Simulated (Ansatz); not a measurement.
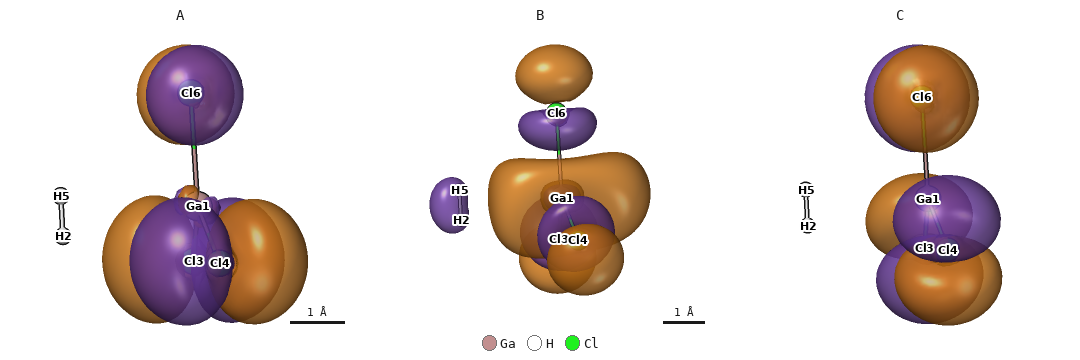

Cl$_{3}$Ga···H$_{2}$. Three frontier orbitals at ±0.08 Å⁻³ᐟ² (orange and purple are the two phases), in no order.

The product side of a reaction path; geometry: PBE0-D4/def2-TZVP.

Theory: Ansatz, RKS PBE0-D4/def2-TZVPP.

The calculation's input:

```
crystal:
  periodic: [false, false, false]
  atoms:
    - {symbol: Ga, position_ang: [-0.802501, 0.021178, 0.154753]}
    - {symbol: H, position_ang: [1.672206, 0.223706, -0.591128]}
    - {symbol: Cl, position_ang: [-1.298100, -0.502711, -1.834189]}
    - {symbol: Cl, position_ang: [-0.738132, 2.059124, 0.719205]}
    - {symbol: H, position_ang: [1.746257, -0.312131, -0.069800]}
    - {symbol: Cl, position_ang: [-0.579830, -1.489166, 1.621258]}
basis:
  gaussian: {orbitals: def2-TZVPP}
hamiltonian: {xc: pbe0, dispersion: d4}
output: {orbitals: {seedname: orbitals}}
```

Launched as:

```sh
ansatz run in.yaml --threads 4 --pin off --events-out ev --progress --plain --max-ram 9574MiB
```

### Order the three orbitals by energy and name them.

A is the HOMO−1 (−9.67 eV). It lies mainly on Cl4 (about 40 %), Cl3 (about 40 %), Cl6 (about 15 %) and Ga1 (about 5 %); largely a combination of lone pairs on Cl4, Cl3 and Cl6. C is the HOMO (−9.37 eV). Its weight (Hirshfeld) is mainly on Cl4 (about 35 %), Cl3 (about 35 %) and Cl6 (about 30 %); largely a combination of lone pairs on Cl4, Cl3 and Cl6. B is the LUMO (−1.74 eV). By Hirshfeld shares it lies mainly on Ga1 (about 40 %), Cl6 (about 20 %), Cl4 (about 20 %) and Cl3 (about 20 %).

### What is the HOMO–LUMO gap?

7.63 eV between the orbital energies.
